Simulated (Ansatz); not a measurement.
**Converging the plane-wave cutoff: Zr4CN3 (R3m, 8 atoms in the cell)**

```
CELL_PARAMETERS angstrom
      1.62524     0.93833    10.62381
     -1.62524     0.93833    10.62381
      0.00000    -1.87666    10.62381
ATOMIC_POSITIONS crystal
  Zr 0.87582 0.87582 0.87582
  Zr 0.12575 0.12575 0.12575
  Zr 0.37460 0.37460 0.37460
  Zr 0.62540 0.62540 0.62540
  C  0.00000 0.00000 0.00000
  N  0.24851 0.24851 0.24851
  N  0.75149 0.75149 0.75149
  N  0.50000 0.50000 0.50000
```

Level of theory: LDA (PW92), default PAW files made with PBE (plane waves; Ansatz, an electronic-structure program).

Base settings: basis.ecutwfc = 420 eV; kpoints.mp_grid.grid = 5 5 5; hamiltonian.xc = lda; hamiltonian.pseudopotentials = {kind: paw} (the program's default PAW files); scf.occupations.method = fermi_dirac; scf.occupations.width = 0.1 eV.

The second cell is the first with its lattice scaled by 0.98.

The mesh stays at the base's, so the ladder's end is converged at best in this setting alone.

The first pressure column holds Ansatz's estimate of the finite-basis (Pulay) stress, which hides part of the cutoff error; the other is without it.

Only quantities that move along the ladder and can be compared are tabulated.

The count of work is k-points × plane waves × bands × iterations; it is no time. 

The starting cell comes from a database of computed structures (which also holds hypothetical and non-ambient phases and stackings), without a prior relaxation at this level. Its lattice was rescaled by up to half a per cent. One atom was moved a little off its site on purpose. In the base run, with a pressure of about -7 GPa the cell is away from its equilibrium volume at this level. Without a gap this mesh is coarse (it stands for a supercell whose shortest vector is 16 Å).

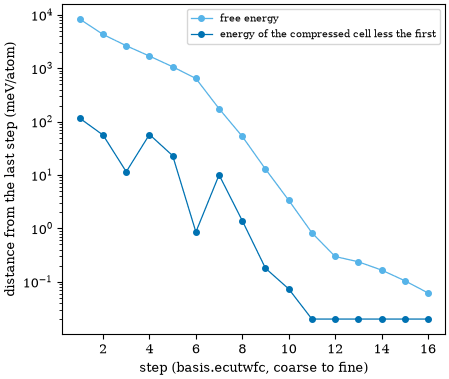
Fig. 1. Distance from the last step along the ladder; very small values are drawn at a floor.

| basis.ecutwfc | free energy less the last step's (meV/atom) | energy of the compressed cell less the first (meV/atom) | pressure (GPa) | pressure without the Pulay estimate (GPa) | largest difference of a force vector from the last step's (eV/Å) | count of work / last |
|---|---|---|---|---|---|---|
| 145 eV | 8328.66 | 120.12 | 26.03 | -258.87 | 1.166 | 0.056 |
| 170 eV | 4307.97 | 60.62 | -2.05 | -167.39 | 0.529 | 0.068 |
| 190 eV | 2643.82 | -6.94 | -16.85 | -120.14 | 0.392 | 0.090 |
| 210 eV | 1691.09 | -52.84 | -16.52 | -86.77 | 0.216 | 0.092 |
| 230 eV | 1067.00 | -18.43 | -9.45 | -61.15 | 0.264 | 0.10 |
| 250 eV | 644.48 | 3.73 | -4.54 | -42.22 | 0.131 | 0.12 |
| 295 eV | 174.84 | 14.63 | -5.04 | -18.81 | 0.023 | 0.16 |
| 335 eV | 52.83 | 5.97 | -6.68 | -11.40 | 0.013 | 0.19 |
| 380 eV | 12.88 | 4.76 | -6.94 | -8.35 | 0.005 | 0.23 |
| 420 eV | 3.37 | 4.51 | -6.97 | -7.41 | 0.001 | 0.28 |
| 460 eV | 0.83 | 4.58 | -6.96 | -7.07 | 0.000 | 0.30 |
| 505 eV | 0.30 | 4.60 | -6.95 | -6.96 | 0.000 | 0.35 |
| 565 eV | 0.24 | 4.59 | -6.95 | -6.96 | 0.000 | 0.42 |
| 630 eV | 0.17 | 4.58 | -6.95 | -6.96 | 0.000 | 0.49 |
| 735 eV | 0.10 | 4.58 | -6.95 | -6.96 | 0.000 | 0.61 |
| 840 eV | 0.06 | 4.58 | -6.95 | -6.96 | 0.000 | 0.76 |
| 1010 eV | 0.00 | 4.58 | -6.95 | -6.96 | 0.000 | 1.0 |

Coarsest basis.ecutwfc that holds the energy of the compressed cell less the first within 1 meV/atom of the last step, with all finer ones: 380 eV, at 0.23 of the last step's count of work; the step before is off by 1.4 meV/atom.

Coarsest basis.ecutwfc that holds the free energy within 2 meV/atom of the last step, with all finer ones: 460 eV, at 0.30 of the last step's count of work; the step before is off by 3.4 meV/atom.

Coarsest basis.ecutwfc that holds the forces within 0.01 eV/Å of the last step, with all finer ones: 380 eV, at 0.23 of the last step's count of work; the step before is off by 0.013 eV/Å.

The energy difference between the two cells stays within 1 meV/atom of the last step's from 380 eV on, the total only from 460 eV on: much of the error is common to both cells and cancels.

At the lowest cutoff the pressure without the Pulay estimate lies 252 GPa under the last step's, the usual sign of Pulay stress in an incomplete plane-wave basis.

Keys are those of Ansatz 0.2.
